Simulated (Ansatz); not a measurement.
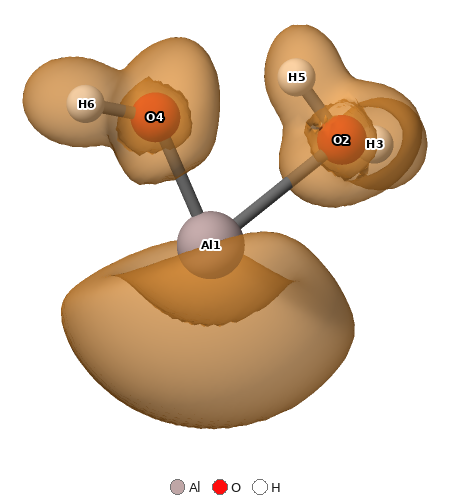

AlH$_{3}$O$_{2}$. Isosurface of the electron localisation function at 0.75 (orange), seen at a tilt. Only the valence region is drawn (cores and ρ < 0.01 e/Å³ removed).

The product side of a reaction path; geometry: PBE0-D4/def2-TZVP.

These are results of RKS PBE0-D4/def2-TZVPP (Ansatz 0.2.0), not measurements.

```xyz
6

Al   -1.2447   -0.6829   -0.2667
O     0.8826   -0.8691    0.2114
H     1.5049   -1.2238   -0.4314
O    -0.7651    0.9703    0.0969
H     0.9951    0.0971    0.2590
H    -1.3728    1.7083    0.1309
```

**Where are the electrons localised?**

The surface consists of one lobe on Al, pointing away from the bonds (lone pairs) and two joined regions spread over several atoms (H, O), in which their bonds and any lone pairs are merged. Profiles from the grid: Al–O (1.76 Å): the ELF peaks at about 0.90 in the valence shell of O, 0.6 Å from its nucleus, and is about 0.50 at the midpoint. O–H (0.96 Å): the ELF climbs to about 1 towards the hydrogen, as it does in any bond to H (an ordinary covalent bond to hydrogen).
